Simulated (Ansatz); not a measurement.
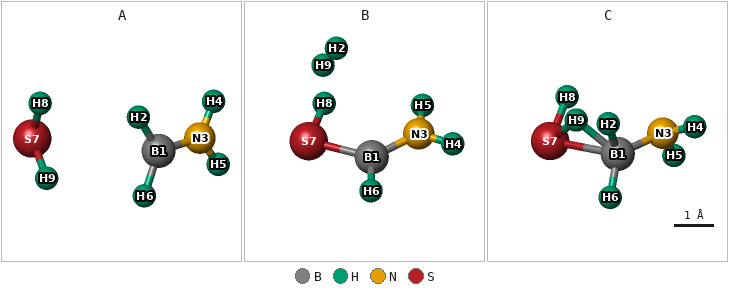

3 geometries from a converged minimum-energy path of BNH6S, made up at the start of BNH4 and H2S, shuffled. Style: ball-and-stick. Shown face on.

Computed with Ansatz 0.2.0, RKS PBE0/def2-SVP. Set-up: 5 movable images; climbing image; force threshold 0.03 eV/Å; iteration limit 60; starting path through a guess of the saddle point.

> Which of them lies highest in energy?

C. In order along the path, whose images run from 0 to 6: A (image 0, 0.0 kcal/mol), C (image 3, +28.7 kcal/mol), B (image 5, −10.3 kcal/mol). Breaking: B1–H2 (1.21 → 1.31 at the top → 4.56 Å), S7–H9 (1.35 → 1.63 at the top → 3.09 Å). Forming: B1–S7 (3.64 → 2.06 at the top → 1.82 Å), H2–H9 (3.20 → 1.09 at the top → 0.76 Å).

Limits of the set-up: the start holds two separate molecules, 2.7 Å apart at their closest, whose relative position is a soft coordinate and is computed without a dispersion correction.

The run took 2.9 min on 1 thread of Arm Neoverse V1, on a shared host, peak memory 0.16 GiB.
